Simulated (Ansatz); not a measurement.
**Effect of S on a O site, symmetric start on Fe2O3**

Base system: a 20-atom supercell of Fe$_{2}$O$_{3}$ in the corundum structure (space group R-3c, No. 167; a = 4.699 Å, c = 13.192 Å (hexagonal axes); ferromagnetic) at its relaxed geometry.

The change: a neutral S on a O site, symmetric start, atoms relaxed at fixed cell.

Computed with PBEsol, PAW, 420 eV (Ansatz, a quantum-chemistry and plane-wave program; no spin-orbit coupling), earlier PAW set. k-mesh 7×5×7 (Γ-centred); smearing 0.05 eV (Fermi–Dirac).

| quantity | base | changed | shift |
|---|---|---|---|
| pressure | 0.0 GPa | 15.4 GPa | +15.4 GPa |
| total moment of the cell | 8.0 μB | 8.0 μB | 0.0 μB |
| energy gained by relaxation | – | 0.81 eV | – |
| largest displacement of a host atom from its site in the perfect cell | – | 0.16 Å | – |
| mean distance from the defect site to its nearest host atoms | 1.87 Å | 1.98 Å | +0.11 Å |

Final structure:

```
Fe8SO11
1.0
    4.69894     0.00000     0.00000
    0.00000     5.42586     4.39743
    0.00000    -2.71293     4.39743
Fe S O
8 1 11
Direct
  0.99687   0.34619   0.69203
  0.49274   0.85152   0.19029
  0.99687   0.15381   0.30797
  0.49274   0.64848   0.80971
  0.01166   0.64008   0.33292
  0.49865   0.15357   0.80952
  0.01166   0.85992   0.66708
  0.49865   0.34643   0.19048
  0.83413   0.75000   0.00000
  0.31133   0.25000   0.50000
  0.84163   0.40129   0.34732
  0.34691   0.91012   0.82955
  0.34691   0.58988   0.17045
  0.84163   0.09871   0.65268
  0.18531   0.25000   0.00000
  0.68388   0.75000   0.50000
  0.15138   0.58831   0.67383
  0.65283   0.09722   0.15967
  0.65283   0.40278   0.84033
  0.15138   0.91169   0.32617
```

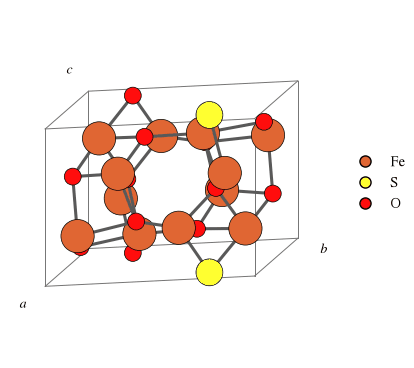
Fig. 1. The relaxed cell after the change

The cell is small, so the values are those of an ordered compound at a high defect concentration; dilute-limit values will differ. The defect started on the symmetric site and kept its symmetry, so it may sit on a saddle. No Hubbard U is applied and the magnetic state is the run's own (Fe8SO11 magnetic; Fe2O3 ferromagnetic); small cells can't hold the antiferromagnetic order that many such compounds have, so gaps and moments can be off. In its common phase, real Fe2O3 is an antiferromagnetic insulator at low temperature. The defect cell is spin-polarised and ends with 8.0 μB.
